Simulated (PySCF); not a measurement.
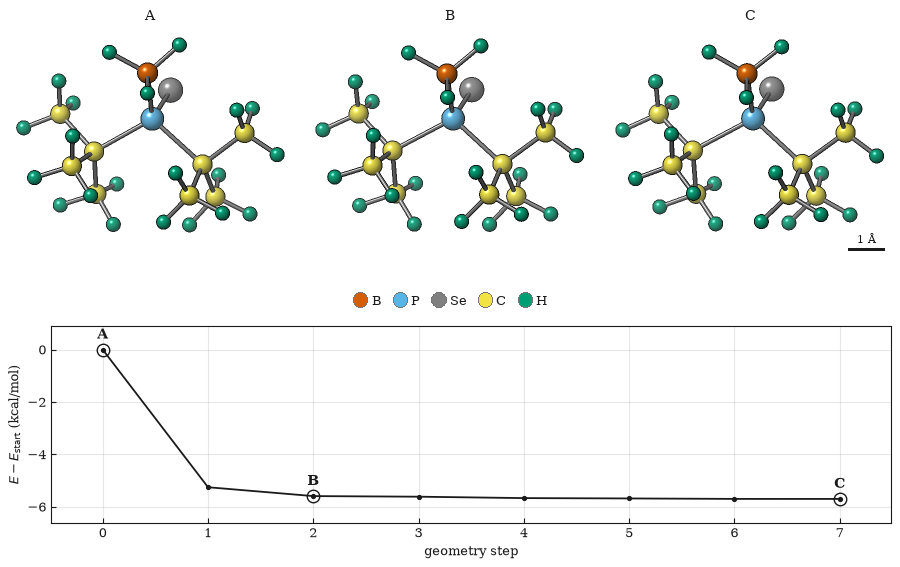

Frames of a relaxation of C8H21BPSe (charge −1), marked on the history of the run. A ball-and-stick model, seen at a tilt.

The start comes from GFN2-xTB. Its atoms were then displaced at random by about 0.01 Å.

All numbers below come from PBE0-D3(BJ)/def2-SVP geometry optimisation, gas phase in PySCF 2.14.0, density-fitted response routines. 

Q: Describe the path.

A: After 7 geometry steps the energy has fallen by 5.70 kcal/mol. The atom that moves furthest after the best rigid fit is an H atom (0.13 Å). By element the largest moves are H 0.13 Å, Se 0.08 Å, P 0.07 Å, C 0.04 Å, B 0.04 Å. Near-neighbour distances that change, for instance: B–H 1.189 → 1.236 Å, C–H 1.065 → 1.102 Å, C–P 1.878 → 1.913 Å, C–C 1.507 → 1.533 Å. Bond angles that change, for instance: B–P–C 111.2° → 107.4°, P–C–C 115.2° → 112.1°, H–B–H 108.5° → 111.3°. The run took 8.4 min on 1 thread of Arm Neoverse V2, on a shared host. From step 0 to 2: an H atom moves most (0.12 Å), energy −5.59 kcal/mol. From step 2 to 7: an H atom moves most (0.09 Å), energy −0.11 kcal/mol.

```
step  E − E(0), kcal/mol
   0                0.00
   1               -5.25
   2               -5.59
   3               -5.61
   4               -5.67
   5               -5.68
   6               -5.70
   7               -5.70
```

Limits of the set-up: the basis has no diffuse functions, which an anion needs.
